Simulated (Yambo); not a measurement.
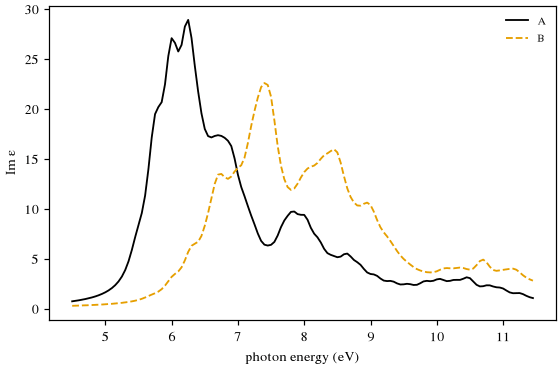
Figure. Two computed absorption spectra of BeSe (zinc blende, space group F-43m, No. 216) (Yambo, PBE bands with the same scissor, field along x)

Question: Which curve includes the electron-hole attraction (BSE)?

Answer: Curve A: the attraction moves weight to lower energy (centre of the plotted range 7.1 eV against 8.1 eV). Settings: 10×10×10 mesh, 3 valence and 4 conduction bands, static screening with 21 bands and a 4 Ry block, scissor 1.26 eV, Tamm-Dancoff. The scissor comes from a G0W0 run whose convergence isn't established. Broadening 0.15 eV. The band window holds all transitions up to 12.0 eV. On this mesh the peak heights and the fine structure are mesh artefacts; only the shift of weight is robust.

Bands and orbitals come from the standard potentials; the scissor and the G0W0 gaps come from a run at the same geometry on the stringent ones, which hold whole semicore shells in the valence.

Spin-orbit coupling is not included.

Geometry relaxed with PBEsol; primitive cell a = 3.628 Å, b = 3.628 Å, c = 3.628 Å, α = 60.00°, β = 60.00°, γ = 60.00°.
